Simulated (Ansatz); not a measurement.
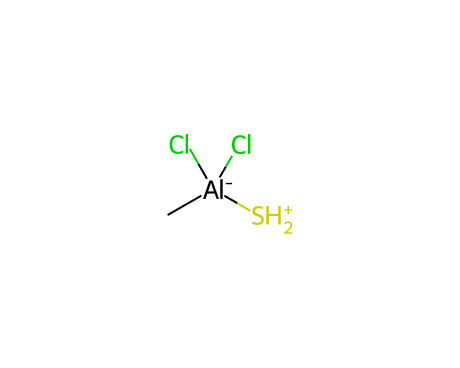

2D structure.

> Transcribe the drawing into SMILES.

[CH3][Al-]([SH2+])([Cl])[Cl]

> What is the molecular formula?

CH5AlCl2S.

More results for the same structure follow; atom numbers are the same in all pictures, views and colours differ. The geometry was computed by an optimisation with PBE0-D4/def2-TZVP.

## Geometry

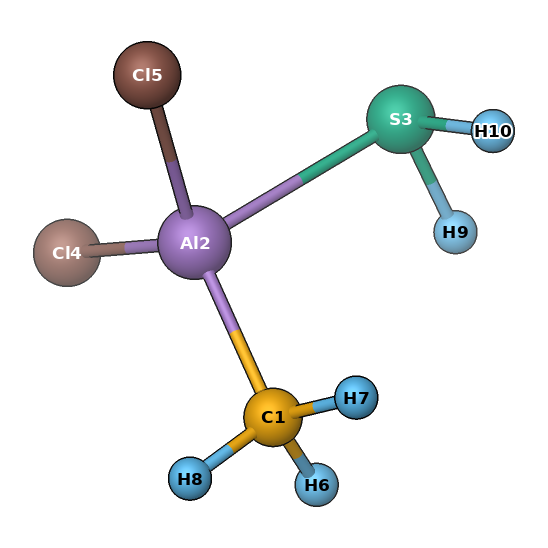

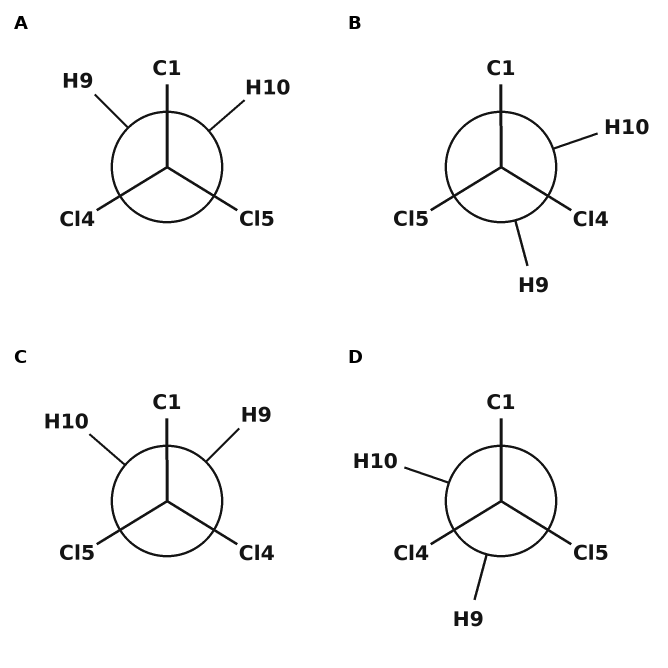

Depth is shown by fading: the farther an atom, the more it takes the colour of the background. Bonds that would overlap in a projection are set slightly apart.

> Which Newman projection shows the view along Al2–S3, with Al2 in front?

C. The torsion angle Cl4–Al2–S3–H9 is −77°, synclinal (gauche).

## Vibrations

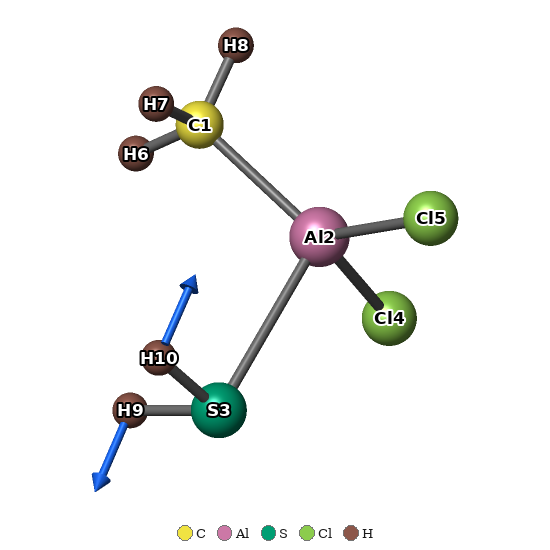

The arrows show one normal mode. Harmonic vibrations computed with RKS PBE0-D4/def2-TZVP (Ansatz 0.2.0) at a stationary point of the same level.

> Estimate its harmonic wavenumber.

505 cm⁻¹; it is mode 11 of 24 counted from the lowest.

## Electronic properties

Method: RKS r2SCAN0-D4/def2-TZVPP (Ansatz 0.2.0).

What does the calculation give?

- HOMO energy (Kohn–Sham orbital): −8.33 eV
- LUMO energy (Kohn–Sham orbital): −0.68 eV
- HOMO–LUMO gap: 7.65 eV
- dispersion correction: −8.7 kJ/mol

## Dipole moment

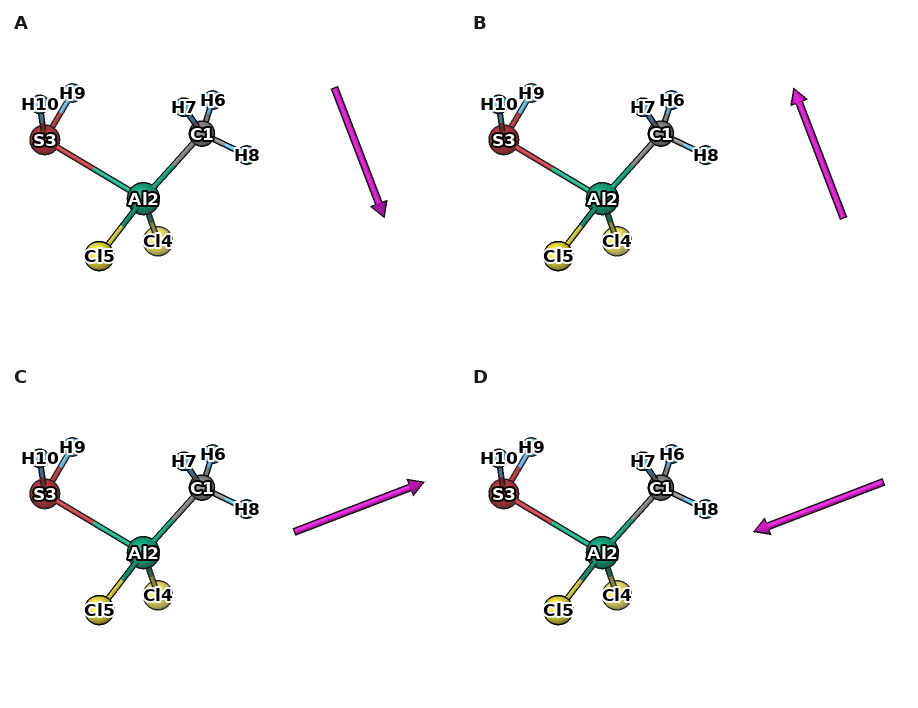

The same molecule four times, each with an arrow. Level of theory: RKS PBE0-D4/def2-TZVP (Ansatz 0.2.0).

> Which arrow points along the dipole moment, from the negative to the positive end?

B. The dipole moment is 5.05 D; it points from the side of Cl4, Cl5 to the side of H9, H10 (the outermost atoms at the two ends).

## Charges

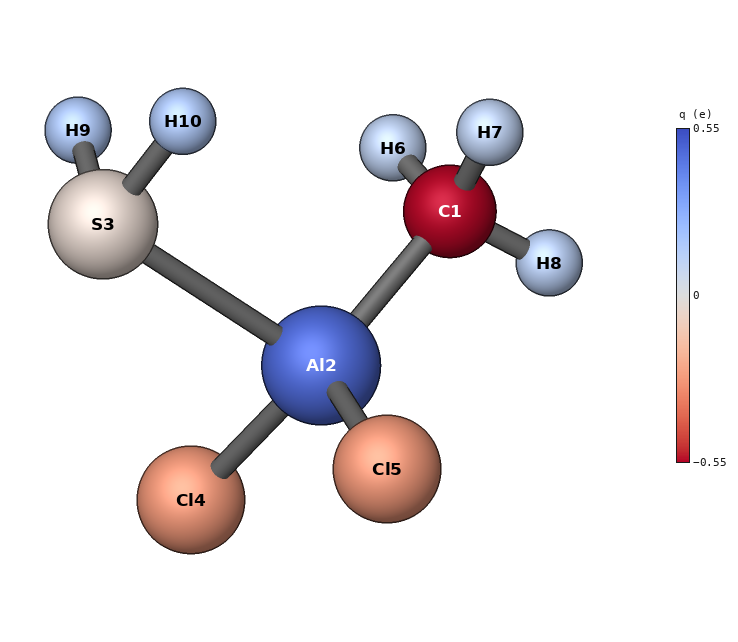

Atoms are coloured by their Mulliken charges. Level of theory: RKS ωB97M-V/def2-TZVPP (Ansatz 0.2.0).

Give the Mulliken charges atom by atom.

```json
{"atom": "C1", "value (e)": "−0.54"}
{"atom": "Al2", "value (e)": "0.47"}
{"atom": "S3", "value (e)": "−0.04"}
{"atom": "Cl4", "value (e)": "−0.27"}
{"atom": "Cl5", "value (e)": "−0.27"}
{"atom": "H6", "value (e)": "0.11"}
{"atom": "H7", "value (e)": "0.11"}
{"atom": "H8", "value (e)": "0.12"}
{"atom": "H9", "value (e)": "0.16"}
{"atom": "H10", "value (e)": "0.16"}
```

Mulliken values depend strongly on the basis set and can even reverse the polarity of a bond.
